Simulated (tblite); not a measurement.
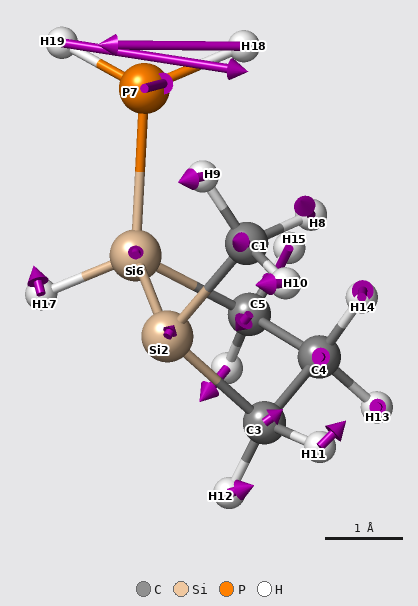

This is a relaxation of C4H12PSi2 (multiplicity 2). The starting structure is drawn; purple arrows show the displacements, at their true length. The two geometries are superimposed by the best rigid fit.

Style: ball-and-stick. Shown from a free direction.

The calculation used GFN2-xTB geometry optimisation, gas phase (tblite). 

Q: What happened in the run?

A: Over 263 geometry steps the energy falls by 31.5 kcal/mol. The largest move after the best rigid fit is that of an H atom, 2.63 Å. Largest moves by element: H 2.63 Å, P 0.87 Å, C 0.35 Å, Si 0.20 Å. Among the contacts that change: P–Si 2.179 → 2.256 Å, H–P 1.460 → 1.385 Å, Si–Si 2.264 → 2.327 Å, C–C 1.473 → 1.530 Å. Bond angles that change, for instance: Si–P–H 114.0° → 93.7°, H–P–H 111.6° → 92.3°, Si–P–H 109.2° → 95.4°. Cost: 2.1 s on 1 thread of Arm Neoverse V2 (shared host).
